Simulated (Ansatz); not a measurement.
## Work function of Al(110): what the settings cost and change

Aim: the numerical settings behind the work function of Al(110), with the cost of each.

Method: plane-wave DFT, PBE, Ansatz PAW, in Ansatz 0.2.0.

Experimental background.

For Al (clean (110) face, a compiled value), “Properties of real metallic surfaces: Effects of density functional semilocality and van der Waals nonlocality” (2017, arxiv:1702.08515) quotes earlier work: work function (clean (110) face, a compiled value) 4.23 eV.

Most raw output is cut from this account.

**1. The structure**

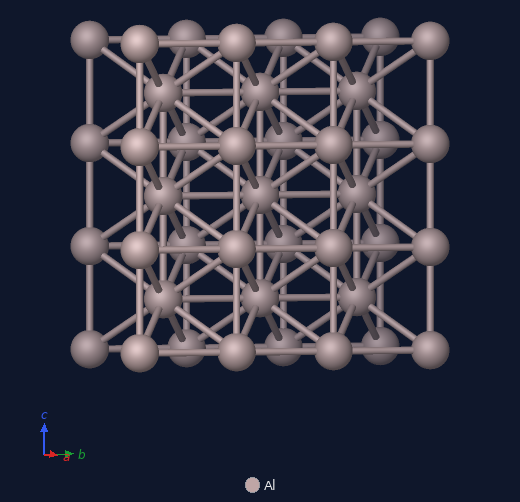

Start, viewed from the side, with the c axis up; aluminium light grey. 1×3×1 cells are drawn. Some periodic images of atoms are drawn too.

The cell holds 7 atoms: 7 Al. Its edges and angles: a = 4.050 Å, b = 2.864 Å, c = 26.591 Å, α = 90.0°, β = 90.0°, γ = 90.0°. Vacuum lies along c.

**2. Run, setting cutoff 200 eV**

A work function rests on the faint tail of the density, so the SCF threshold is tight. The cutoff is raised first; then mesh and smearing are varied at the default cutoff.

input.yaml reads:

```yaml
crystal:
  lattice:
    - [4.05, 0.0, 0.0]
    - [0.0, 2.8637824638, 0.0]
    - [0.0, 0.0, 26.5913473914]
  atoms:
    - { symbol: Al, position: [0.0, 0.0, 0.3384559597] }
    - { symbol: Al, position: [0.5, 0.5, 0.3923039731] }
    - { symbol: Al, position: [0.0, 0.0, 0.4461519866] }
    - { symbol: Al, position: [0.5, 0.5, 0.5] }
    - { symbol: Al, position: [0.0, 0.0, 0.5538480134] }
    - { symbol: Al, position: [0.5, 0.5, 0.6076960269] }
    - { symbol: Al, position: [0.0, 0.0, 0.6615440403] }
kpoints:
  mp_grid: { grid: [10, 14, 1] }
hamiltonian:
  xc: pbe
scf:
  occupations: { method: fermi_dirac, width: 0.1 }
  convergence: { dr2_threshold: 1.0e-09 }
efield:
  axis: 3
  dipole_correction: true
  ramp_position: 0.97
  ramp_width: 0.06
basis:
  ecutwfc: "200 eV"
output:
  write_potential: true
  write_density: true
  volumetric_format: npy
  elf: true
```

Started as:

```bash
ansatz run input.yaml --threads 2 --pin off --max-ram 3072MiB --backend cpu --events-out ev --progress --plain --runs-dir out
```

It took 17 s on 2 threads of Arm Neoverse N1, shared host; peak memory 0.35 GiB.

This step gave:

```
energy at zero smearing   : -3759.2606 eV
work function, upper face : 3.996 eV
```

Running mean over 1.432 Å of the planar mean; the ramp of the sawtooth is left out. Table of electron's electrostatic potential energy less the Fermi level by z:

| z (Å) | electron's electrostatic potential energy less the Fermi level (eV) |
| --- | --- |
| 4 | 3.99 |
| 6 | 3.96 |
| 8 | 0.675 |
| 10 | -4.69 |
| 12 | -4.73 |
| 14 | -4.73 |
| 16 | -4.72 |
| 18 | -2.08 |
| 20 | 3.85 |
| 22 | 3.99 |

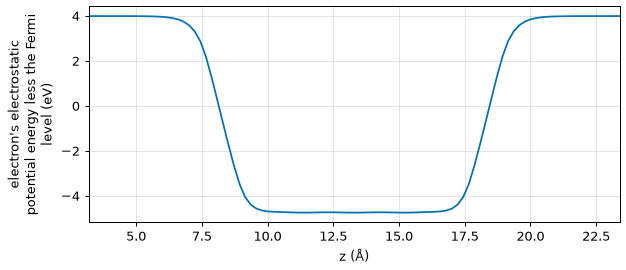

Electron's electrostatic potential energy less the Fermi level, plotted against z.

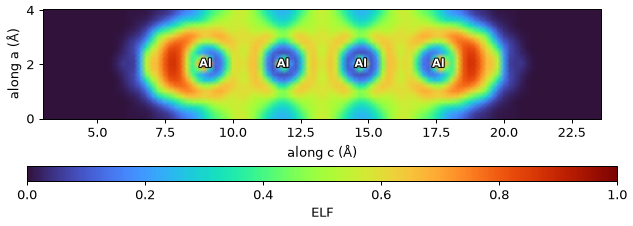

ELF in the ca plane at fractional y = 0.000, with atoms of Al within 0.2 Å of it. It is the smooth field of the valence electrons, not physical close to the nuclei. The map starts off the cell's origin, so that atoms lie inside it. The far vacuum is left out of the map.

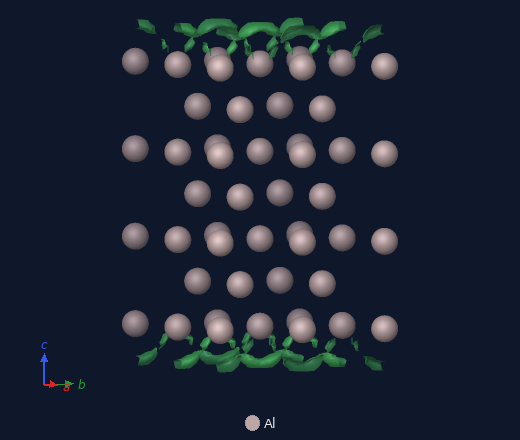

Surface of ELF = 0.85. 2×2×1 cells are drawn.

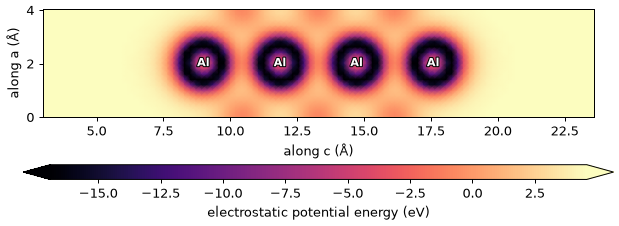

Electrostatic potential energy in the ca plane at fractional y = 0.000, with atoms of Al within 0.2 Å of it. With pseudopotentials it is smooth inside the atoms' cores, unlike the true potential. The map starts off the cell's origin, so that atoms lie inside it. The far vacuum is left out of the map.

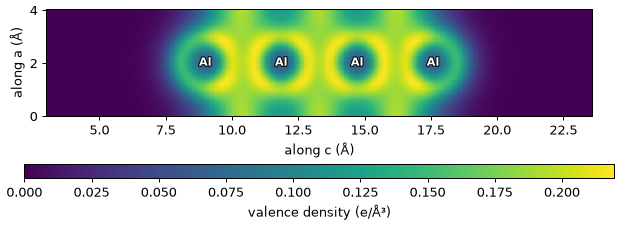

Valence density in the ca plane at fractional y = 0.000, with atoms of Al within 0.2 Å of it. It is the smooth field of the valence electrons, not physical close to the nuclei. The map starts off the cell's origin, so that atoms lie inside it. The far vacuum is left out of the map.

The work function is 3.996 eV.

**3. Slab**

Edit input.yaml of step 2 so:

```diff
@@ -26,3 +26,3 @@
 basis:
-  ecutwfc: "200 eV"
+  ecutwfc: "300 eV"
 output:
@@ -31,2 +31 @@
   volumetric_format: npy
-  elf: true
```

The job ended after 28 s (2 threads; peak memory 0.46 GiB).

The work function is 4.034 eV, +0.038 eV from the run “cutoff 200 eV”, at 1.8 times its CPU time.

**4. Slab**

Edit input.yaml of step 3 so:

```diff
@@ -26,3 +26,3 @@
 basis:
-  ecutwfc: "300 eV"
+  ecutwfc: "420 eV"
 output:
```

Elapsed: 43 s, on 2 threads; peak memory 0.6 GiB.

The work function is 4.037 eV, +0.042 eV from the run “cutoff 200 eV”, at 2.6 times its CPU time.

**5. Run**

Edit input.yaml of step 4 so:

```diff
@@ -26,3 +26,3 @@
 basis:
-  ecutwfc: "420 eV"
+  ecutwfc: "600 eV"
 output:
```

Elapsed: 72 s, on 2 threads; peak memory 0.87 GiB; 2 min of CPU time.

The work function is 4.038 eV, +0.000 eV from the run “cutoff 420 eV”, at 1.7 times its CPU time.

**6. Slab**

Edit input.yaml of step 5 so:

```diff
@@ -14,3 +14,3 @@
 kpoints:
-  mp_grid: { grid: [10, 14, 1] }
+  mp_grid: { grid: [2, 2, 1] }
 hamiltonian:
@@ -25,4 +25,2 @@
   ramp_width: 0.06
-basis:
-  ecutwfc: "600 eV"
 output:
```

It took 4.2 s on 2 threads; peak memory 0.4 GiB.

The work function is 3.931 eV, -0.106 eV from the run “cutoff 420 eV”, at 0.060 times its CPU time.

**7. Run**

Edit input.yaml of step 6 so:

```diff
@@ -14,3 +14,3 @@
 kpoints:
-  mp_grid: { grid: [2, 2, 1] }
+  mp_grid: { grid: [3, 5, 1] }
 hamiltonian:
```

Elapsed: 7.5 s, on 2 threads; peak memory 0.38 GiB; 9.4 s of CPU time.

The work function is 4.196 eV, +0.159 eV from the run “cutoff 420 eV”, at 0.13 times its CPU time.

**8. Run**

Edit input.yaml of step 7 so:

```diff
@@ -14,3 +14,3 @@
 kpoints:
-  mp_grid: { grid: [3, 5, 1] }
+  mp_grid: { grid: [7, 9, 1] }
 hamiltonian:
```

Elapsed: 19 s, on 2 threads; peak memory 0.45 GiB.

The work function is 4.028 eV, -0.009 eV from the run “cutoff 420 eV”, at 0.43 times its CPU time.

**9. Run**

Edit input.yaml of step 8 so:

```diff
@@ -14,3 +14,3 @@
 kpoints:
-  mp_grid: { grid: [7, 9, 1] }
+  mp_grid: { grid: [15, 21, 1] }
 hamiltonian:
```

Elapsed: 80 s, on 2 threads; peak memory 0.84 GiB; 2.2 min of CPU time.

The work function is 4.031 eV, -0.006 eV from the run “cutoff 420 eV”, at 1.9 times its CPU time.

**10. Run**

Edit input.yaml of step 9 so:

```diff
@@ -14,3 +14,3 @@
 kpoints:
-  mp_grid: { grid: [15, 21, 1] }
+  mp_grid: { grid: [10, 14, 1] }
 hamiltonian:
@@ -18,3 +18,3 @@
 scf:
-  occupations: { method: fermi_dirac, width: 0.1 }
+  occupations: { method: gaussian, width: 0.05 }
   convergence: { dr2_threshold: 1.0e-09 }
```

Run time: 38 s. Hardware: 2 threads; peak memory 0.6 GiB.

The work function is 4.049 eV, +0.011 eV from the run “cutoff 420 eV”, at 0.92 times its CPU time.

**11. Run**

Edit input.yaml of step 10 so:

```diff
@@ -18,3 +18,3 @@
 scf:
-  occupations: { method: gaussian, width: 0.05 }
+  occupations: { method: methfessel_paxton, width: 0.2 }
   convergence: { dr2_threshold: 1.0e-09 }
```

Elapsed: 40 s, on 2 threads; peak memory 0.59 GiB; 69 s of CPU time.

The work function is 4.033 eV, -0.005 eV from the run “cutoff 420 eV”, at 0.98 times its CPU time.

**12. Run**

Edit input.yaml of step 11 so:

```diff
@@ -18,3 +18,3 @@
 scf:
-  occupations: { method: methfessel_paxton, width: 0.2 }
+  occupations: { method: fermi_dirac, width: 0.3 }
   convergence: { dr2_threshold: 1.0e-09 }
```

Elapsed: 49 s, on 2 threads; peak memory 0.64 GiB; 82 s of CPU time.

The work function is 4.112 eV, +0.074 eV from the run “cutoff 420 eV”, at 1.2 times its CPU time.

**13. Run**

Edit input.yaml of step 12 so:

```diff
@@ -18,3 +18,3 @@
 scf:
-  occupations: { method: fermi_dirac, width: 0.3 }
+  occupations: { method: cold, width: 0.1 }
   convergence: { dr2_threshold: 1.0e-09 }
```

The job ended after 38 s (2 threads; peak memory 0.6 GiB).

The work function is 4.045 eV, +0.008 eV from the run “cutoff 420 eV”, at 0.92 times its CPU time.

**14. Side by side**

Times are for 2 threads of Arm Neoverse N1, shared host. Results by setting:

| no. | setting | work function, upper face (eV) | time | memory (GiB) |
| --- | --- | --- | --- | --- |
| 1 | cutoff 200 eV | 3.996 | 17 s | 0.35 |
| 2 | cutoff 300 eV | 4.034 | 28 s | 0.46 |
| 3 | cutoff 420 eV | 4.037 | 43 s | 0.6 |
| 4 | cutoff 600 eV | 4.038 | 72 s | 0.87 |
| 5 | mesh 2x2 | 3.931 | 4.2 s | 0.4 |
| 6 | mesh 3x5 | 4.196 | 7.5 s | 0.38 |
| 7 | mesh 7x9 | 4.028 | 19 s | 0.45 |
| 8 | mesh 15x21 | 4.031 | 80 s | 0.84 |
| 9 | Gaussian smearing 0.05 eV | 4.049 | 38 s | 0.6 |
| 10 | methfessel_paxton smearing 0.2 eV | 4.033 | 40 s | 0.59 |
| 11 | fermi_dirac smearing 0.3 eV | 4.112 | 49 s | 0.64 |
| 12 | cold smearing 0.1 eV | 4.045 | 38 s | 0.6 |

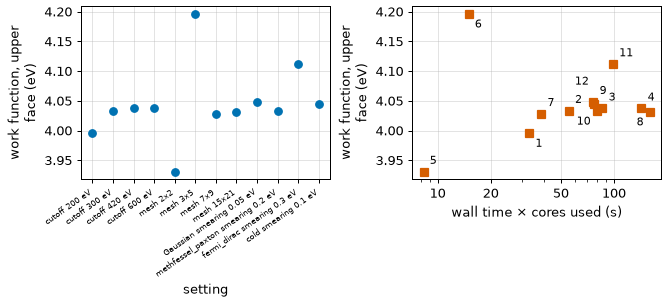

The series as plots; the last panel sets the first result against cost, with the runs numbered as in the table.

**15. A changed input**

An input spoilt on purpose, to show how the run answers: it repeats the earlier run “cutoff 200 eV” with efield.amplitude to 1.5, and scf.max_iter set to 100; its output block differs too.

Edit input.yaml of step 13 so:

```diff
@@ -18,4 +18,5 @@
 scf:
-  occupations: { method: cold, width: 0.1 }
+  occupations: { method: fermi_dirac, width: 0.1 }
   convergence: { dr2_threshold: 1.0e-09 }
+  max_iter: 100
 efield:
@@ -25,2 +26,5 @@
   ramp_width: 0.06
+  amplitude: 1.5
+basis:
+  ecutwfc: "200 eV"
 output:
```

Run time: 23 s. Hardware: 2 threads; peak memory 0.33 GiB.

In so strong a field the program warns of density in the ramp of the sawtooth; these numbers are not the system's.

**16. What came out**

- work function, cutoff 420 eV: 4.037 eV
- work function, cutoff 600 eV: 4.038 eV
- work function, mesh 2x2: 3.931 eV
- work function, mesh 3x5: 4.196 eV

The run at the highest cutoff gives 4.04 eV, and the settings tried spread the value from 3.93 to 4.20 eV. Against 600 eV, a cutoff of 200 eV is off by -0.042 eV. Against 600 eV, a cutoff of 420 eV is off by -0.000 eV. Against the finest mesh, 15 points along a, the coarser ones are off by -0.10 (2), +0.16 (3) and -0.00 (7) eV. The smearing schemes and widths spread it over 0.08 eV. The ladder's slabs use the tabulated experimental lattice constant (two decimals; a low-temperature value for the alkali metals).

Computed beside measured:

```
                                               quantity  measured    cutoff 600 eV
work function (clean (110) face, a compiled value) (eV)      4.23  4.04 (-0.19 eV)
```

Measured values from arxiv:1702.08515 (2017).

**Verdict.** The work function is off by -0.19 eV: fair agreement. The grades are ours: good and fair within 3 and 7 % for the work function. No cell relaxation is part of this session.

[Logs are printed without paths, hosts, clocks, repeated set-up lines and the standing remarks that a program may print on its own settings, such as how far it seeks lower states.]

[Hosts, paths, dates, database ids (printed as entryN), source tags and the programs' standing remarks are cut or masked in the printed files.]

[Maps of the electrostatic potential energy from Ansatz leave out the sawtooth potential of an applied field or a dipole correction, so their vacuum need not be flat; planar profiles and work functions include it.]
